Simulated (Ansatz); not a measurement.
**CH6ClNSi (SMILES C[SiH](N)Cl) at PBE0/6-31G(d) (spherical functions)**

Aim: the energy change on altering one bond length of CH6ClNSi at PBE0/6-31G* (spherical functions), from 2 runs. 

The calculation is run with Ansatz 0.2.0.

128 further runs of the same task are left out: 128 set aside as unsound or not needed.

**1. The molecule**

The species is CH6ClNSi (10 atoms), meant as a singlet with charge 0. SMILES: `C[SiH](N)Cl`. Geometry: relaxed at PBE0-D4/def2-TZVP. This is one conformer, not always the lowest.

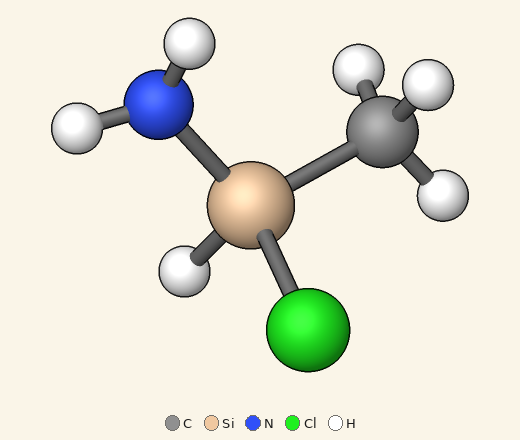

The structure, seen from a chosen angle (carbon grey, silicon light orange, nitrogen blue, chlorine green, hydrogen white).

**2. A single-point energy at PBE0/6-31G(d) (spherical functions)**

The input, input.yaml:

```yaml
crystal:
  periodic: [false, false, false]
  atoms:
    - {symbol: C, position_ang: [-0.924300, 0.960300, -0.429600]}
    - {symbol: Si, position_ang: [-0.055600, -0.637600, -0.073400]}
    - {symbol: "N", position_ang: [1.200800, -0.379200, 1.050800]}
    - {symbol: Cl, position_ang: [0.594900, -1.392500, -1.900800]}
    - {symbol: H, position_ang: [-1.720000, 0.809500, -1.161600]}
    - {symbol: H, position_ang: [-1.359500, 1.369700, 0.485000]}
    - {symbol: H, position_ang: [-0.226900, 1.694300, -0.841400]}
    - {symbol: H, position_ang: [-0.936500, -1.689500, 0.482600]}
    - {symbol: H, position_ang: [1.847500, 0.382600, 0.917600]}
    - {symbol: H, position_ang: [1.662700, -1.168700, 1.473800]}
basis:
  gaussian:
    orbitals: 6-31G_st_-spherical.json
hamiltonian:
  xc: {name: PBE0}
accuracy: high
output: {orbitals: {seedname: orbitals}}
```

The basis set 6-31G* is read from a file made from the Basis Set Exchange's data (not shown).

Started as:

```sh
$ ansatz run input.yaml --threads 1 --pin off --max-ram 3480MiB --events-out events.jsonl --progress --plain --runs-dir runs
```

What it wrote:

```text
Warning: RAYON_NUM_THREADS=1 ignored (pool sized by the plan → 1); use --threads N
Functional definition: PBE0
  name "PBE0"
  parameter a = 0.25
  parameter kappa = 0.804
  parameter beta = 0.06672455060314922
  exchange = (1 - a)*pbe_x(kappa = kappa, mu = beta*pi^2/3) + a*exact_x
  correlation = pbe_c(beta = beta)
1774 factors; integrals over basis functions are off by at most 3.6e-9 eV
mean field evaluation 1: about -23008.5065 eV, gradient 5.9e1 eV
mean field evaluation 2: about -23003.7045 eV, gradient 7.2e1 eV
mean field evaluation 4: about -23015.7229 eV, gradient 2.4e0 eV
mean field evaluation 8: about -23015.9742 eV, gradient 3.6e-1 eV
mean field evaluation 16: about -23015.9746 eV, gradient 1.7e-5 eV
mean field -23015.97458432 eV, -845.8214651857 hartree, gradient 6.8e-8 eV, S^2 0.000000; 0 other end points of the search recorded, 0 dependent functions left out
reference -23015.97458660 eV, -845.8214652698 hartree; 25, 25 occupied and 51, 51 virtual orbitals, 1774 factors
Total energy: -23015.97458660 eV, -845.8214652698 hartree
```

Run time: 7.8 s. Hardware: 1 thread of Arm Neoverse V2, shared host; peak memory 0.26 GiB.

**3. The distorted shape, same level**

The input, job.yaml:

```yaml
crystal:
  periodic: [false, false, false]
  atoms:
    - {symbol: C, position_ang: [-1.021887, 1.073549, -0.155457]}
    - {symbol: Si, position_ang: [-0.153187, -0.524351, 0.200743]}
    - {symbol: "N", position_ang: [1.103213, -0.265951, 1.324943]}
    - {symbol: Cl, position_ang: [0.594900, -1.392500, -1.900800]}
    - {symbol: H, position_ang: [-1.817587, 0.922749, -0.887457]}
    - {symbol: H, position_ang: [-1.457087, 1.482949, 0.759143]}
    - {symbol: H, position_ang: [-0.324487, 1.807549, -0.567257]}
    - {symbol: H, position_ang: [-1.034087, -1.576251, 0.756743]}
    - {symbol: H, position_ang: [1.749913, 0.495849, 1.191743]}
    - {symbol: H, position_ang: [1.565113, -1.055451, 1.747943]}
basis:
  gaussian:
    orbitals: 6-31G_st_-spherical.json
hamiltonian:
  xc: pbe0
accuracy: high
output: {orbitals: {seedname: orbitals}}
```

The basis set 6-31G* is read from a file made from the Basis Set Exchange's data (not shown).

Started as:

```sh
$ ansatz run job.yaml --threads 1 --pin off --max-ram 3480MiB --events-out events.jsonl --progress --plain --runs-dir runs
```

What it wrote:

```text
Warning: RAYON_NUM_THREADS=1 ignored (pool sized by the plan → 1); use --threads N
Functional definition: PBE0
  name "PBE0"
  parameter a = 0.25
  parameter kappa = 0.804
  parameter beta = 0.06672455060314922
  exchange = (1 - a)*pbe_x(kappa = kappa, mu = beta*pi^2/3) + a*exact_x
  correlation = pbe_c(beta = beta)
1767 factors; integrals over basis functions are off by at most 6.4e-9 eV
mean field evaluation 1: about -23008.1330 eV, gradient 5.8e1 eV
mean field evaluation 2: about -23002.7298 eV, gradient 7.3e1 eV
mean field evaluation 4: about -23015.2814 eV, gradient 2.5e0 eV
mean field evaluation 8: about -23015.5155 eV, gradient 2.5e-1 eV
mean field evaluation 16: about -23015.5157 eV, gradient 1.4e-5 eV
mean field -23015.51567225 eV, -845.8046004784 hartree, gradient 3.4e-8 eV, S^2 0.000000; 0 other end points of the search recorded, 0 dependent functions left out
reference -23015.51567459 eV, -845.8046005644 hartree; 25, 25 occupied and 51, 51 virtual orbitals, 1767 factors
Total energy: -23015.51567459 eV, -845.8046005644 hartree
```

Run time: 8.1 s. Hardware: 1 thread of Arm Neoverse V2, shared host; peak memory 0.26 GiB.

**4. Outcome**

Level: PBE0/6-31G* (spherical functions).

```
                                                           quantity          value
                                          first shape: total energy  -845.82147 Eh
                                           first shape: HOMO energy       -7.66 eV
                                           first shape: LUMO energy        1.49 eV
                                         first shape: HOMO–LUMO gap        9.15 eV
                                      distorted shape: total energy  -845.80460 Eh
                                       distorted shape: HOMO energy       -7.81 eV
                                       distorted shape: LUMO energy        0.07 eV
                                     distorted shape: HOMO–LUMO gap        7.88 eV
energy change with the Si2–Cl4 bond stretched from 2.081 to 2.394 Å       0.459 eV
```

What this shows: With the Si2–Cl4 bond stretched from 2.081 to 2.394 Å the energy rises by 0.46 eV (10.6 kcal/mol). The first shape isn't relaxed at this level, so the change isn't measured from a minimum.
